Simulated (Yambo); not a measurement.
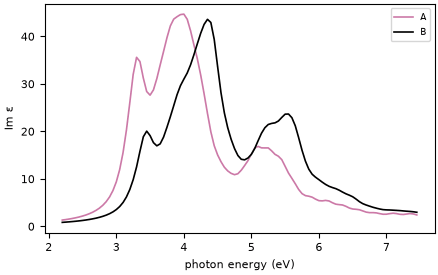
*Two computed absorption spectra of Si (diamond, space group Fd-3m, No. 227) (Yambo, PBEsol bands with the same scissor, field along x)*

Which curve includes the electron-hole attraction (BSE)?

Curve A: the attraction moves weight to lower energy (centre of the plotted range 4.3 eV against 4.7 eV). Settings: 10×10×10 mesh, 3 valence and 4 conduction bands, static screening with 18 bands and a 4 Ry block, scissor 0.74 eV, Tamm-Dancoff. The scissor comes from a G0W0 run whose convergence isn't established. Broadening 0.15 eV. The band window holds all transitions up to 7.5 eV. On this mesh the peak heights and the fine structure are mesh artefacts; only the shift of weight is robust.

Geometry relaxed with PBEsol; primitive cell a = b = c = 3.8412 Å, α = β = γ = 60.00°.
